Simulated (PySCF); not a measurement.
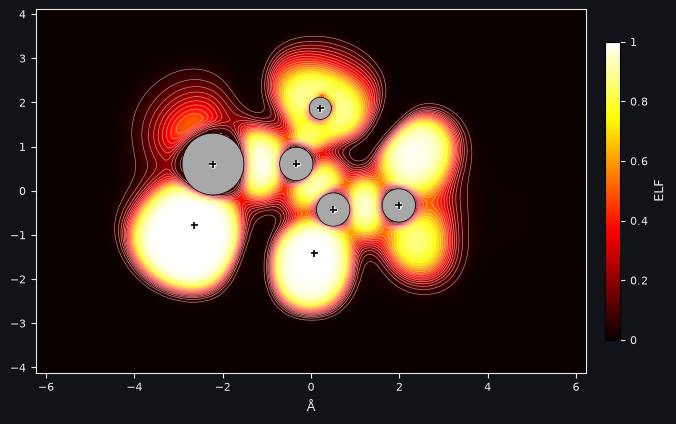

The electron localisation function on a plane through atoms (crosses mark nuclei in the plane; grey discs cover the cores).

Computed with CAM-B3LYP/def2-SVPD, SCF density, gas phase in PySCF 2.14.0.

Candidates:
A. C3H8F2Si2 (SMILES F[SiH2]C/C=C(\F)[SiH3])
B. C4H4BF3O (SMILES CC#CBOC(F)(F)F)
C. C4H12Si3 (SMILES C=C1[SiH2][SiH2][SiH2][C@H]1C)

> Which system is this?

Candidate A: C3H8F2Si2 on the plane of atoms F6, C5 and Si7, which holds C, F, Si and H. C–C (1.33 Å): the ELF peaks at about 0.95 between the atoms (a short, multiple covalent bond). C–F (1.37 Å): the ELF peaks at about 0.85 between the atoms: a shared but strongly polarised pair.
